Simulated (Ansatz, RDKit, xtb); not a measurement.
**Isomers of C6H5FS, a sample narrowed down**

A sample of isomers of C6H5FS is drawn. Aim: find which of them has the lowest free energy at 298.15 K, then its properties. The sample is small against all isomers, and the most stable one of this formula need not be in it.

Plan: many cheap relaxations first (GFN2-xTB), then density-functional screening, relaxation at B3LYP/def2-SVP, vibrations (at GFN2-xTB) and a final energy. The numbers are computed, not measured.

### Step 1. Drawing up candidates

Isomers were taken from a list of plausible structures; this is a sample, not all of them. That gives 3 candidates.

```csv
label,SMILES,spin
c543,Fc1cccc(S)c1,singlet
c727,Fc1ccc(S)cc1,singlet
c907,Fc1ccccc1S,singlet
```

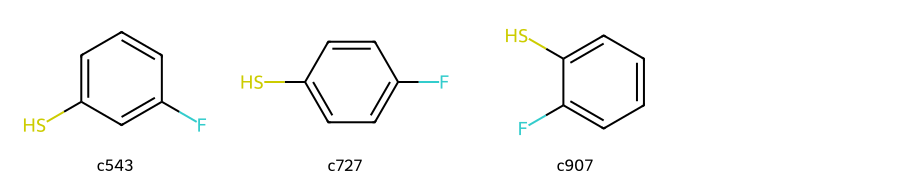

Structural formulas of the candidates.

Candidates are built by distance geometry, with a force field where one applies, in up to four conformers (letters a to d).

### Step 2. Cheap relaxation of all starts

All 3 starts are relaxed the same way. One of them, c543a (taken from a list of positional isomers, embedded by distance geometry and MMFF94), in full:

start.xyz

```xyz
13
c543a
C      0.566816    -0.719674     1.565121
C      0.260708    -2.088065     1.350823
C      0.557000    -2.710549     0.111734
C      1.167573    -1.906183    -0.886143
C      1.497753    -0.606465    -0.712313
C      1.139774     0.001397     0.546253
F      0.345096    -0.150083     2.731333
S      2.205111     0.369818    -2.014048
H     -0.169891    -2.634967     2.222681
H      0.279662    -3.696406     0.038275
H      1.366885    -2.444104    -1.812325
H      1.565010    -0.249335    -3.022718
H      1.405215     1.006826     0.743246
```

The run is started by

```console
$ xtb start.xyz --gfn 2 --opt
```

The program printed, shortened:

```text
* xtb version 6.7.1
[...]
          :  # basis functions                  43          :
[...]
          :  # electrons                        42          :
[...]
          :  Hamiltonian                  GFN2-xTB          :
[...]
          :  net charge                          0          :
          :  unpaired electrons                  0          :
[...]
   *** convergence criteria satisfied after 12 iterations ***
[...]
   *** GEOMETRY OPTIMIZATION CONVERGED AFTER 13 ITERATIONS ***
[...]
   *** convergence criteria satisfied after 3 iterations ***
[...]
         ::                     SUMMARY                     ::
         :::::::::::::::::::::::::::::::::::::::::::::::::::::
         :: total energy             -23.359691315373 Eh    ::
         :: gradient norm              0.000211971337 Eh/a0 ::
         :: HOMO-LUMO gap              3.670948679721 eV    ::
         ::.................................................::
         :: SCC energy               -23.670852826354 Eh    ::
         :: -> isotropic ES            0.015301834944 Eh    ::
         :: -> anisotropic ES          0.000477673963 Eh    ::
         :: -> anisotropic XC          0.006789584640 Eh    ::
         :: -> dispersion             -0.010936083027 Eh    ::
         :: repulsion energy           0.311161510980 Eh    ::
         :: add. restraining           0.000000000000 Eh    ::
         :: total charge              -0.000000000000 e     ::
         :::::::::::::::::::::::::::::::::::::::::::::::::::::
[...]
        21        2.0000           -0.3847606             -10.4699 (HOMO)
        22                         -0.2498557              -6.7989 (LUMO)
[...]
     #   Z          covCN         q      C6AA      α(0)
     1   6          2.788     0.172    24.281     8.072
     2   6          2.916    -0.054    29.353     8.884
     3   6          2.926    -0.027    28.676     8.782
     4   6          2.950    -0.049    29.204     8.864
     5   6          2.971     0.059    26.679     8.472
     6   6          2.972    -0.057    29.409     8.895
     7   9          0.787    -0.221    11.451     3.997
     8  16          1.986    -0.214   150.184    20.626
     9   1          0.926     0.061     2.187     2.313
    10   1          0.926     0.050     2.316     2.380
    11   1          0.926     0.043     2.415     2.430
    12   1          0.923     0.169     1.269     1.762
    13   1          0.926     0.067     2.114     2.274
[...]
     #   Z sym  total        # sym  WBO       # sym  WBO       # sym  WBO
 ---------------------------------------------------------------------------
     1   6      3.889 --     6      1.408     2      1.387     7      0.963
     2   6      3.989 --     3      1.434     1      1.387     9      0.967
     3   6      3.991 --     4      1.446     2      1.434    10      0.968
                             6      0.106
     4   6      3.989 --     3      1.446     5      1.388    11      0.966
     5   6      3.965 --     6      1.388     4      1.388     8      1.059
     6   6      3.987 --     1      1.408     5      1.388    13      0.965
                             3      0.106
     7   9      1.096 --     1      0.963
     8  16      2.186 --     5      1.059    12      0.955
     9   1      0.996 --     2      0.967
    10   1      0.997 --     3      0.968
    11   1      0.998 --     4      0.966
[...]
molecular dipole:
                 x           y           z       tot (Debye)
 q only:        0.028      -0.763      -0.784
   full:       -0.043      -0.984      -0.744       3.139
molecular quadrupole (traceless):
[...]
          | TOTAL ENERGY              -23.359691315373 Eh   |
          | GRADIENT NORM               0.000211971337 Eh/α |
          | HOMO-LUMO GAP               3.670948679721 eV   |
           -------------------------------------------------
[...]
```

It took 0.095 s on 2 threads of Arm Neoverse V2, shared host.

### Step 3. The minima found

3 of the 3 relaxations converged. 3 distinct structures remain:

```csv
label,start,SMILES after,spin,energy (kcal/mol)
c543a,drawn,Fc1cccc(S)c1,singlet,0.0
c727a,drawn,Fc1ccc(S)cc1,singlet,0.2
c907a,drawn,Fc1ccccc1S,singlet,1.0
```

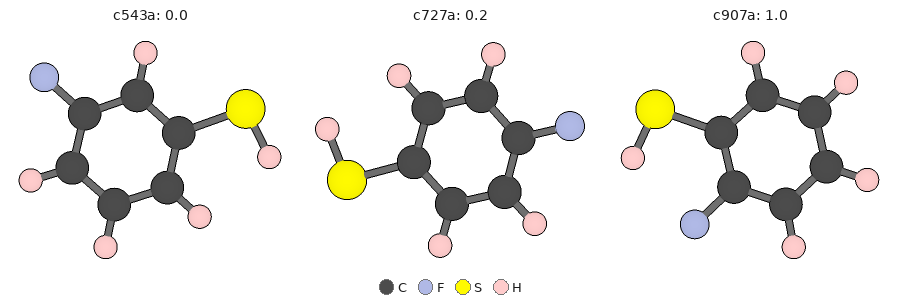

The 3 lowest minima that did not fall apart, with their GFN2-xTB energies in kcal/mol.

### Step 4. Single points on the low minima

A choice of the minima (the low ones first, few conformers of a pattern, up to a cap) and the lowest that fell apart get a single point at r2SCAN-D4/def2-SVP on the tight-binding geometry, and one at HF/STO-3G for comparison. Some singlets are also tried as triplets at the same geometry (label ending in t). The first, c543a:

input.yaml

```yaml
crystal:
  periodic: [false, false, false]
  atoms:
    - {symbol: C, position_ang: [0.619451, -0.752143, 1.556634]}
    - {symbol: C, position_ang: [0.313495, -2.090534, 1.381792]}
    - {symbol: C, position_ang: [0.531886, -2.656094, 0.137499]}
    - {symbol: C, position_ang: [1.042518, -1.902545, -0.903884]}
    - {symbol: C, position_ang: [1.341615, -0.560237, -0.704277]}
    - {symbol: C, position_ang: [1.130019, 0.026555, 0.537529]}
    - {symbol: F, position_ang: [0.413210, -0.185669, 2.761637]}
    - {symbol: S, position_ang: [1.995470, 0.449616, -1.995467]}
    - {symbol: H, position_ang: [-0.083821, -2.664096, 2.203126]}
    - {symbol: H, position_ang: [0.301486, -3.697942, -0.024327]}
    - {symbol: H, position_ang: [1.208099, -2.357715, -1.869132]}
    - {symbol: H, position_ang: [2.015519, -0.503720, -2.925910]}
    - {symbol: H, position_ang: [1.357763, 1.066733, 0.706699]}
basis:
  gaussian:
    orbitals: def2-SVP
hamiltonian:
  xc: r2scan
  dispersion: d4
scf:
  lower_state_search: "off"
output: {orbitals: {seedname: orbitals}}
```

The run is started by

```console
$ ansatz run input.yaml --threads 2 --pin off --max-ram 5220MiB --events-out events.jsonl --progress --plain --runs-dir runs
```

The program printed, shortened:

```text
Warning: RAYON_NUM_THREADS=2 ignored (pool sized by the plan → 2); use --threads N
Functional definition: r2SCAN
  name "r2SCAN"
[...]
1591 factors; their error is unknown
[...]
mean field -19839.88431152 eV, -729.1023004919 hartree, gradient 3.6e-6 eV, S^2 0.000000; 0 other end points of the search recorded, 0 dependent functions left out
reference -19839.88432063 eV, -729.1023008264 hartree; 33, 33 occupied and 108, 108 virtual orbitals, 1591 factors
Total energy: -19839.98558886 eV, -729.1060223653 hartree
Checks for a lower state left out: stability, starts, cluster_reference, orbital_swaps, neighbouring_geometries, increment
```

Wall time 4.5 s (2 threads of Arm Neoverse V2, shared host); peak memory 0.18 GiB.

Relative energies in kcal/mol, each column from its lowest structure that stays in one piece:

```csv
label,SMILES,spin,GFN2-xTB,HF/STO-3G,r2SCAN-D4/def2-SVP
c907a,Fc1ccccc1S,singlet,1.0,0.0,0.0
c543a,Fc1cccc(S)c1,singlet,0.0,0.1,0.5
c727a,Fc1ccc(S)cc1,singlet,0.2,0.8,1.5
c907at,Fc1ccccc1S,triplet,–,–,88.1
c727at,Fc1ccc(S)cc1,triplet,–,–,88.4
c543at,Fc1cccc(S)c1,triplet,–,–,89.3
```

### Step 5. Third filter: density-functional geometries

3 candidates are relaxed at B3LYP/def2-SVP (chosen among the lowest in one piece). The first, c907a:

input.yaml

```yaml
crystal:
  periodic: [false, false, false]
  atoms:
    - symbol: C
      position_ang: [0.916569, -1.006777, 1.164431]
    - symbol: C
      position_ang: [0.975638, -2.375830, 0.999015]
    - symbol: C
      position_ang: [1.015545, -2.903213, -0.280058]
    - symbol: C
      position_ang: [0.995891, -2.055611, -1.375898]
    - symbol: C
      position_ang: [0.936648, -0.686523, -1.199833]
    - symbol: C
      position_ang: [0.895710, -0.138238, 0.078070]
    - symbol: F
      position_ang: [0.878223, -0.505275, 2.423012]
    - symbol: S
      position_ang: [0.819941, 1.614738, 0.262503]
    - symbol: H
      position_ang: [0.989591, -3.006953, 1.873394]
    - symbol: H
      position_ang: [1.061780, -3.972062, -0.417225]
    - symbol: H
      position_ang: [1.026982, -2.461620, -2.374700]
    - symbol: H
      position_ang: [0.920967, -0.021411, -2.049241]
    - symbol: H
      position_ang: [0.800611, 1.611531, 1.593346]
basis:
  gaussian: {orbitals: def2-SVP}
hamiltonian: {xc: {name: B3LYP}}
scf: {lower_state_search: "off"}
relax: {f_tol: 0.006}
```

The run is started by

```console
$ ansatz run input.yaml --threads 2 --pin off --max-ram 5220MiB --events-out events.jsonl --progress --plain --runs-dir runs
```

The program printed, shortened:

```text
Warning: RAYON_NUM_THREADS=2 ignored (pool sized by the plan → 2); use --threads N
[...]
Functional definition: B3LYP
  name "B3LYP"
[...]
1600 factors; integrals over basis functions are off by at most 3.8e-4 eV
[...]
mean field -19845.88612406 eV, -729.3228630344 hartree, gradient 5.5e-6 eV, S^2 0.000000; 0 other end points of the search recorded, 0 dependent functions left out
[...]
reference -19845.88636348 eV, -729.3228718330 hartree; 33, 33 occupied and 108, 108 virtual orbitals, 1600 factors
relax step   1: F+E_penalty+E_count = -19845.88612406 eV  Δ(F+E_penalty+E_count) = +0.000e0 eV  max|allowed force component| = 6.486e-1 eV/Å  Δτ_max = 0.0000 Å  (17 SCF iters, accepted)
[...]
relax step   4: F+E_penalty+E_count = -19845.93454844 eV  Δ(F+E_penalty+E_count) = -6.380e-5 eV  max|allowed force component| = 1.794e-2 eV/Å  Δτ_max = 0.0027 Å  (15 SCF iters, accepted)
[...]
Atom 4 at     0.936367    -0.680794    -1.208179 Å, force     0.000027    -0.002486    -0.000383 eV/Å
Atom 5 at     0.894958    -0.122799     0.080257 Å, force    -0.000259     0.002136     0.000530 eV/Å
Atom 6 at     0.877573    -0.499790     2.420050 Å, force    -0.000003    -0.000831    -0.001259 eV/Å
Atom 7 at     0.818841     1.640717     0.272675 Å, force     0.000057    -0.000182     0.000478 eV/Å
Atom 8 at     0.989568    -3.015980     1.897223 Å, force     0.000092     0.000157     0.000015 eV/Å
Atom 9 at     1.063408    -4.002726    -0.419450 Å, force    -0.000010     0.000074     0.000054 eV/Å
Atom 10 at     1.027758    -2.473310    -2.400521 Å, force     0.000044    -0.000229    -0.000148 eV/Å
Atom 11 at     0.920949    -0.016437    -2.075896 Å, force     0.000048    -0.000095     0.000242 eV/Å
Atom 12 at     0.799686     1.635912     1.622973 Å, force     0.000037    -0.000017    -0.000511 eV/Å
Dipole moment:     0.009805    -0.209691    -0.080660 e Å
Checks for a lower state left out: stability, starts, cluster_reference, orbital_swaps, neighbouring_geometries, increment
```

It took 23 s on 2 threads of Arm Neoverse V2, shared host; peak memory 0.37 GiB.

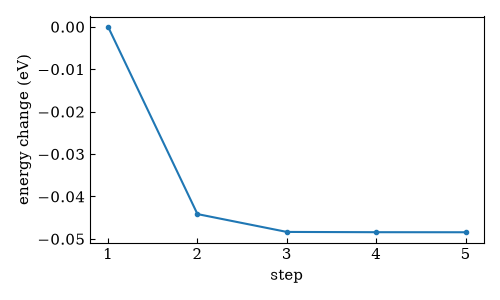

Energy along the run, all evaluated steps.

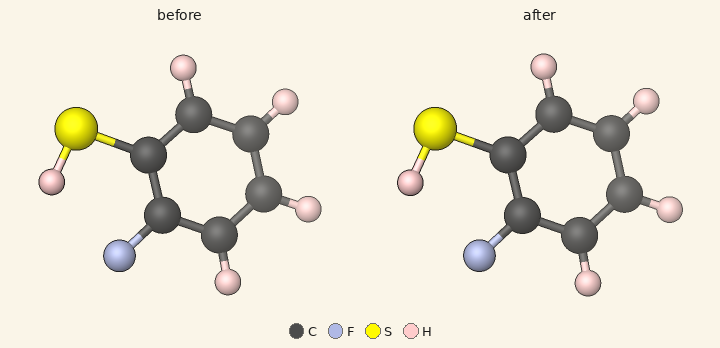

Before and after, at one scale.

After the run. Bond lengths: C1–C2 1.391 Å, C2–C3 1.397 Å, C3–C4 1.398 Å, C4–C5 1.396 Å, C1–C6 1.403 Å, C5–C6 1.405 Å, C1–F7 1.347 Å, C6–S8 1.776 Å, C2–H9 1.092 Å, C3–H10 1.092 Å, C4–H11 1.092 Å, C5–H12 1.093 Å, S8–H13 1.350 Å. Some angles: C1–C2–C3 119.4°, C2–C1–C6 122.1°, C2–C1–F7 118.8°, C6–C1–F7 119.0°, C2–C3–C4 119.6°, C3–C4–C5 120.3°, C4–C5–C6 120.9°, C1–C6–C5 117.6°, C1–C6–S8 122.7°, C5–C6–S8 119.7°.

### Step 6. Ranking at B3LYP/def2-SVP

```csv
label,spin,r2SCAN-D4/def2-SVP (kcal/mol),"B3LYP/def2-SVP, relaxed (kcal/mol)",time
c907a,singlet,0.0,0.0,23 s
c543a,singlet,0.5,0.3,23 s
c727a,singlet,1.5,1.0,23 s
```

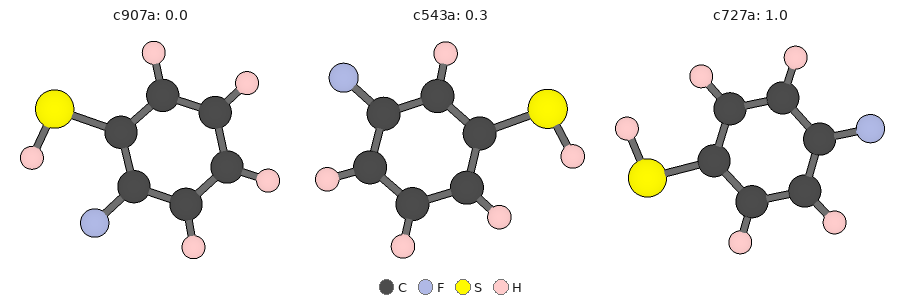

The relaxed structures, with energies at B3LYP/def2-SVP in kcal/mol.

(Part 1 of 2 ends here.)
